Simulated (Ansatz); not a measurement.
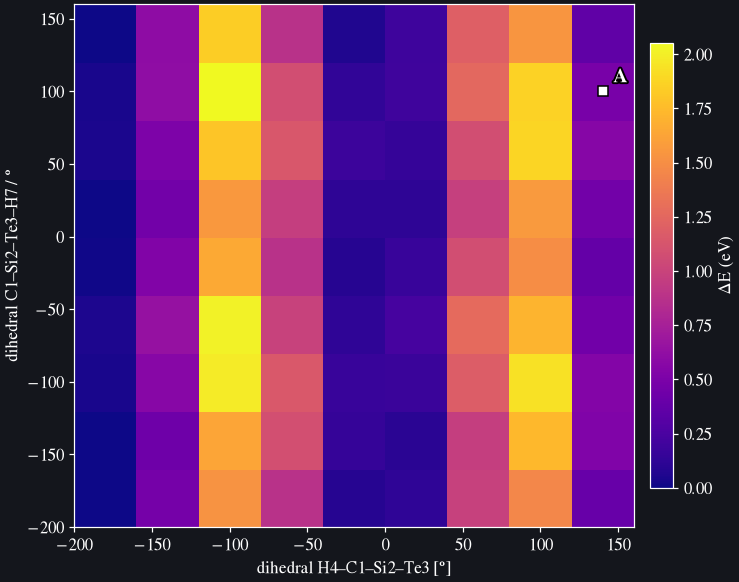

CH4SiTe, SMILES C=[SiH][TeH]. 
- The first coordinate is: dihedral H4–C1–Si2–Te3; the second: dihedral C1–Si2–Te3–H7.
- Nothing is relaxed (all other coordinates rigid).
- The scan uses a 9 × 9 grid.
- Points are written as (first, second).
- Energies: eV, counted from the lowest grid point.
- Energies and slopes of some neighbouring points disagree (a jump in structure or state, or too coarse a mesh). The restricted reference is unstable at some or all points, so the energies there are unreliable.
- Method: RHF-MP2, frozen core/def2-TZVP in Ansatz.

The picture shows one coloured cell a grid point, the point A.

Q: Which way does the force act at A, and how strong is it?

A: A, at (140°, 100°), is not a stationary point. The computed force is 0.024 eV for each degree towards larger values of dihedral H4–C1–Si2–Te3 and 0.0037 eV for each degree towards larger values of dihedral C1–Si2–Te3–H7.
